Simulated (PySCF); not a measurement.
# SiFOH: relaxation and vibrations of the triplet

Aim: relax SiFOH as a triplet from a linear start, check by its vibrations whether the end is a minimum, and collect its spectrum and constants.

Program: PySCF 2.14.0. Level of theory: PBE0, basis Si def2-TZVP, F def2-TZVP, O def2-TZVP, H def2-TZVP, no relativity, density fitting. These are calculated values, not measurements.

## (1) Where the work starts

4 atoms, charge 0, spin multiplicity 3.

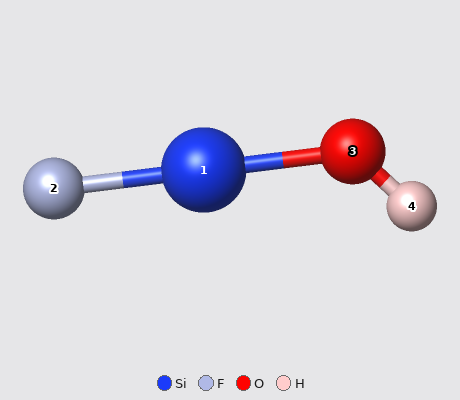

Start geometry, drawn with silicon blue, fluorine light blue, oxygen red, hydrogen pink; atoms are numbered from 1 in the order of the file.

Coordinates in bohr (charge 0 multiplicity 3):
```
Si    0.0000    0.0000    0.0000
F     0.0000    0.0000    3.4015
O     0.0000    0.0000   -3.3826
H     1.3897    0.0000   -4.5488
```

## (2) Finding the electronic state

One driver script runs all steps and calls PySCF; scf.py shows how it sets up the SCF of each step. The optimiser is the driver's own. After this first run the driver tries any further starts and a stability analysis.

Input file scf.py:

```python
from pyscf import gto, scf, dft
mol = gto.M(atom='''
Si     0.000000     0.000000     0.000000
F      0.000000     0.000000     1.800000
O      0.000000     0.000000    -1.790000
H      0.735400     0.000000    -2.407100''',
    basis={'Si': 'def2-TZVP', 'F': 'def2-TZVP', 'O': 'def2-TZVP', 'H': 'def2-TZVP'},
    charge=0, spin=2)
mf = dft.UKS(mol, xc='PBE0')
mf.grids.atom_grid = (50, 194)
aux = {'Si': 'def2-universal-JKFIT', 'F': 'def2-universal-JKFIT', 'O': 'def2-universal-JKFIT', 'H': 'def2-universal-JKFIT'}
mf = mf.density_fit(auxbasis=aux)
mf.conv_tol = 1e-08
mf.diis_space = 10
mf.max_cycle = 60
mf.init_guess = 'minao'
mf.verbose = 4
mf.kernel()
```

Run with:

```console
> OMP_NUM_THREADS=4 python axn.py task.json out
```

Further steps of the session: Linear start, triplet: relaxation; Hessian and properties; Leaving the saddle point; Frequencies.

What does the calculation give? Wanted: minimum; geometry; wavenumbers; dipole moment; highest occupied, lowest empty level; polar-tensor charge of Si1; zero-point energy; atomisation energy; ⟨S²⟩.

**Answer**, as computed:

```
                                          quantity                                                                  value
                                           minimum                                                            triplet, C1
                                          geometry  O–H 0.961 Å, Si–F 1.606 Å, Si–O 1.648 Å; F–Si–O 116.7°, H–O–Si 115.1°
                                wavenumbers (cm⁻¹)                  268 (a), 367 (a), 800 (a), 869 (a), 956 (a), 3862 (a)
                                     dipole moment                                                                 1.92 D
highest occupied, lowest empty level (either spin)                                                        -4.82, -4.09 eV
                        polar-tensor charge of Si1                                                                +0.86 e
                                 zero-point energy                                                            42.6 kJ/mol
                               entropy at 298.15 K                                                        278.1 J/(mol K)
         atomisation energy (no zero-point energy)                                                            1276 kJ/mol
                                              ⟨S²⟩                                                                  2.002
```

The linear start ends in a minimum without symmetry. The strongest infrared band lies at 869 cm⁻¹ (a). Most of the spin sits on Si1 (Mulliken spin 1.80, against 2 for the whole molecule). Only this shape and spin were tried, so other structures or states may lie lower.
